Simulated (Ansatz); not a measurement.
# BF (SMILES [B]F) at 6 levels

We compute a comparison of 6 runs (r2SCAN/STO-3G, wB97X/STO-3G, MP2/STO-3G, BCCD(T)/STO-3G, CCSD/STO-3G, FCI/STO-3G) of BF. 

The results are computed with Ansatz 0.2.0.

35 further runs of the same task are left out: 1 that didn't finish, 34 set aside as unsound or not needed.

**1. The system as given**

The species is BF (2 atoms), meant as a singlet with charge 0. SMILES: `[B]F`. The F2–B1 distance was set to 2.526 Å, away from the relaxed value.

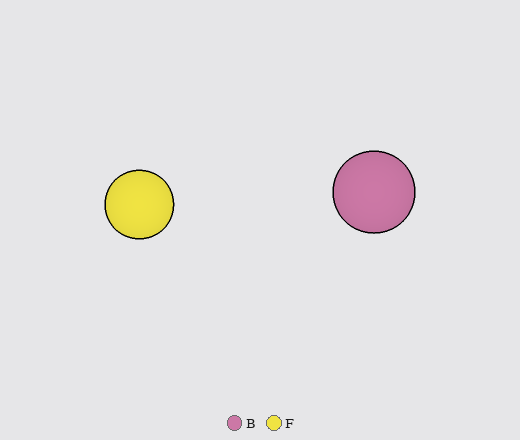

The structure, seen from a chosen angle (boron pink, fluorine yellow).

**2. The energy at r2SCAN/STO-3G (run 1)**

File job.yaml:

```yaml
crystal:
  periodic: [false, false, false]
  atoms:
    - {symbol: B, position_ang: [0.000000, -0.000000, -1.272460]}
    - {symbol: F, position_ang: [-0.000000, 0.000000, 1.253740]}
basis:
  gaussian: {orbitals: STO-3G}
hamiltonian: {xc: r2scan}
accuracy: high
```

Launch:

```
$ ansatz run job.yaml --threads 1 --pin off --max-ram 3480MiB --events-out events.jsonl --progress --plain --runs-dir runs
```

Standard output:

```text
Warning: RAYON_NUM_THREADS=1 ignored (pool sized by the plan → 1); use --threads N
Functional definition: r2SCAN
  name "r2SCAN"
  parameter k0 = 0.174
  parameter k1 = 0.065
  parameter a1 = 4.9479
  exchange = r2scan_x(k0 = k0, k1 = k1, a1 = a1)
  correlation = r2scan_c
146 factors; integrals over basis functions are off by at most 2.3e-8 eV
mean field evaluation 1: about -3326.5500 eV, gradient 1.9e1 eV
mean field evaluation 2: about -2977.5034 eV, gradient 5.0e1 eV
mean field evaluation 4: about -3323.5691 eV, gradient 1.3e1 eV
mean field evaluation 8: about -3334.2555 eV, gradient 8.7e-3 eV
mean field evaluation 16: about -3172.7792 eV, gradient 2.0e2 eV
mean field evaluation 32: about -3311.0222 eV, gradient 9.1e-4 eV
mean field evaluation 64: about -3334.1118 eV, gradient 1.8e0 eV
mean field -3334.22968615 eV, -122.5306809440 hartree, gradient 7.1e-8 eV, S^2 0.000000; 6 other end points of the search recorded, 0 dependent functions left out
reference -3334.22968637 eV, -122.5306809522 hartree; 7, 7 occupied and 3, 3 virtual orbitals, 146 factors
Total energy: -3334.22968637 eV, -122.5306809522 hartree
```

Wall time 0.95 s (1 thread of Intel Xeon 6975P-C (Granite Rapids), shared host); peak memory 0.11 GiB.

**3. The energy at wB97X/STO-3G (run 2)**

File in.yaml:

```yaml
crystal:
  periodic: [false, false, false]
  atoms:
    - {symbol: B, position_ang: [0.000000, -0.000000, -1.272460]}
    - {symbol: F, position_ang: [-0.000000, 0.000000, 1.253740]}
basis:
  gaussian: {orbitals: STO-3G}
magnetization: {spin_polarized: false}
hamiltonian: {xc: {name: wB97X}}
accuracy: high
```

Launch:

```
$ ansatz run in.yaml --threads 1 --pin off --max-ram 3480MiB --events-out events.jsonl --progress --plain --runs-dir runs
```

Standard output:

```text
Warning: RAYON_NUM_THREADS=1 ignored (pool sized by the plan → 1); use --threads N
Functional definition: wB97X
  name "wB97X"
  parameter omega = 0.3/bohr
  parameter cx = 0.157706
  parameter cx1 = 0.726479
  parameter cx2 = 1.04760
  parameter cx3 = -5.70635
  parameter cx4 = 13.2794
  parameter css1 = -4.33879
  parameter css2 = 18.2308
  parameter css3 = -31.7430
  parameter css4 = 17.2901
  parameter cos1 = 2.37031
  parameter cos2 = -11.3995
  parameter cos3 = 6.58405
  parameter cos4 = -3.78132
  exchange = spin_sum(e_x_unif_sr(omega)*poly(b97_u_x, 1 - cx, cx1, cx2, cx3, cx4)) + cx*exact_x_sr(omega)
      + exact_x_lr(omega)
  correlation = spin_sum(e_c_pw_same_spin*poly(b97_u_same, 1, css1, css2, css3, css4))
      + integral(e_c_pw_opposite_spin*poly(b97_u_opposite, 1, cos1, cos2, cos3, cos4))
146 factors; integrals over basis functions are off by at most 2.3e-8 eV
88 factors; integrals over basis functions are off by at most 1.6e-9 eV
mean field evaluation 1: about -3326.3385 eV, gradient 1.4e1 eV
mean field evaluation 2: about -2988.2934 eV, gradient 1.0e2 eV
mean field evaluation 4: about -3327.3443 eV, gradient 1.7e1 eV
mean field evaluation 8: about -3330.9238 eV, gradient 1.9e1 eV
mean field evaluation 16: about -3334.0562 eV, gradient 6.8e-7 eV
mean field -3334.05620755 eV, -122.5243057229 hartree, gradient 1.5e-8 eV, S^2 0.000000; 0 other end points of the search recorded, 0 dependent functions left out
reference -3334.05620653 eV, -122.5243056854 hartree; 7, 7 occupied and 3, 3 virtual orbitals, 146 factors
Total energy: -3334.05620653 eV, -122.5243056854 hartree
```

It took 0.87 s on 1 thread of Intel Xeon 6975P-C (Granite Rapids), shared host; peak memory 0.16 GiB.

Runs 3 to 5 aren't shown in full; the table further down has their settings and results.

**4. A single-point energy at FCI/STO-3G (run 6)**

Edit in.yaml of step 3 so:

```diff
@@ -7,4 +7,3 @@
   gaussian: {orbitals: STO-3G}
-magnetization: {spin_polarized: false}
-hamiltonian: {xc: {name: wB97X}}
+correlation: {method: fci, frozen_orbitals: {B: 1, F: 1}}
 accuracy: high
```

Launch:

```
$ ansatz run in.yaml --threads 1 --pin off --max-ram 3480MiB --events-out events.jsonl --progress --plain --runs-dir runs
```

Standard output:

```text
Warning: RAYON_NUM_THREADS=1 ignored (pool sized by the plan → 1); use --threads N
Functional definition: HF
  name "HF"
  exchange = exact_x
  correlation = 0
146 factors; integrals over basis functions are off by at most 2.3e-8 eV
mean field evaluation 1: about -3314.1524 eV, gradient 1.1e1 eV
mean field evaluation 2: about -3314.1646 eV, gradient 1.1e1 eV
mean field evaluation 4: about -3317.9333 eV, gradient 1.4e1 eV
mean field evaluation 8: about -3318.8065 eV, gradient 9.3e0 eV
mean field evaluation 16: about -3319.3937 eV, gradient 2.8e-8 eV
mean field evaluation 32: about -3314.1172 eV, gradient 9.1e-1 eV
mean field -3319.39369524 eV, -121.9854683343 hartree, gradient 2.8e-8 eV, S^2 0.000000; 1 other end points of the search recorded, 0 dependent functions left out; unrestricted orbitals would lower it
unrestricted determinant -3323.58620184 eV, -122.1395401101 hartree, S^2 0.9545
2 core orbitals not correlated: weight in the atoms' cores, before any rotation towards them, 1.000 or more for the frozen orbitals, at most 0.000 for the correlated occupied ones
reference -3319.39369524 eV, -121.9854683343 hartree; 5, 5 occupied and 3, 3 virtual orbitals, 146 factors
state -3325.04776888 eV, -122.1932517079 hartree
Total energy: -3325.04776888 eV, -122.1932517079 hartree
```

Wall time 0.14 s (1 thread of Intel Xeon 6975P-C (Granite Rapids), shared host).

**5. The series**

| run | level | frozen core orbitals | energy (Eh) | wall time |
| --- | --- | --- | --- | --- |
| 1 | r2SCAN/STO-3G | – | -122.530681 | 0.95 s |
| 2 | wB97X/STO-3G | – | -122.524306 | 0.87 s |
| 3 | MP2/STO-3G | 2 | -122.104900 | 0.08 s |
| 4 | BCCD(T)/STO-3G | 2 | -122.190182 | 0.14 s |
| 5 | CCSD/STO-3G | 2 | -122.189436 | 0.12 s |
| 6 | FCI/STO-3G | 2 | -122.193252 | 0.14 s |

**6. Summary of results**

| quantity | value |
| --- | --- |
| run 6: total energy | -122.19325 Eh |
| run 6: correlation energy (2 core orbitals frozen) | -207.8 mEh |

What this shows: Against full CI in this basis: MP2 +88.4 mEh; BCCD(T) +3.1 mEh; CCSD +3.8 mEh. Totals of different functionals can't be ranked against each other. In run 5 the T1 diagnostic is large, so a single reference may not serve. In runs 3, 4, 5 the log says that unrestricted orbitals would lower the reference, so the values rest on an unstable closed-shell determinant (other closed-shell runs at this shape may share the fault). In runs 1, 2, 3, 4, 5, 6 the basis is minimal, so the values are rough. All runs together took 2.3 s, the longest 0.95 s.
